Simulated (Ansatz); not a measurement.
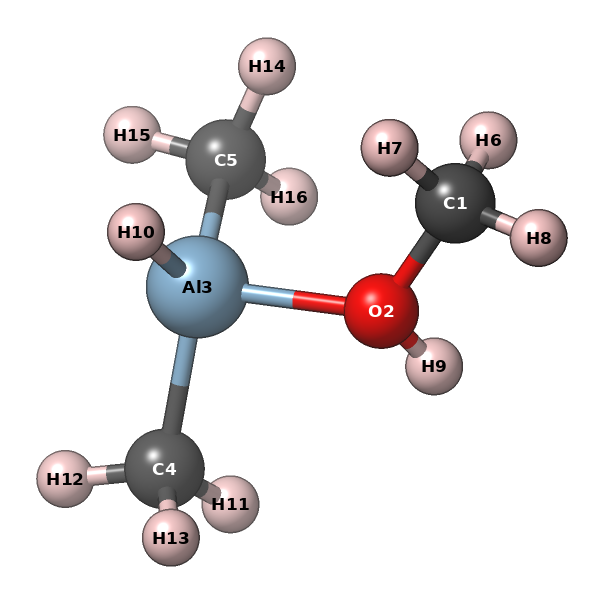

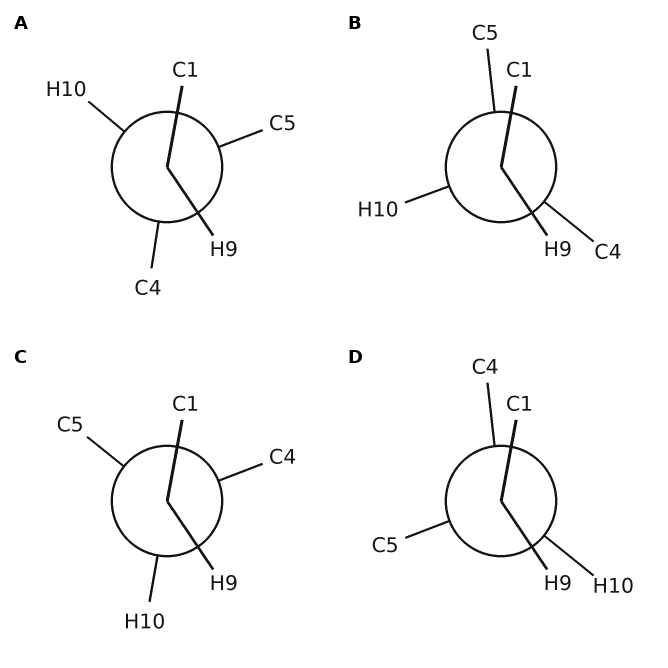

Depth is shown by fading: the farther an atom, the more it takes the colour of the background. Bonds that would overlap in a projection are set slightly apart. The computed structure is the end point of a PBE-D4/def2-SVP optimisation. No frequency run is at hand to confirm it as a minimum.

Q: Which Newman projection shows the view along O2–Al3, with O2 in front?

A: A. The torsion angle C1–O2–Al3–C4 is 178°, antiperiplanar (anti).
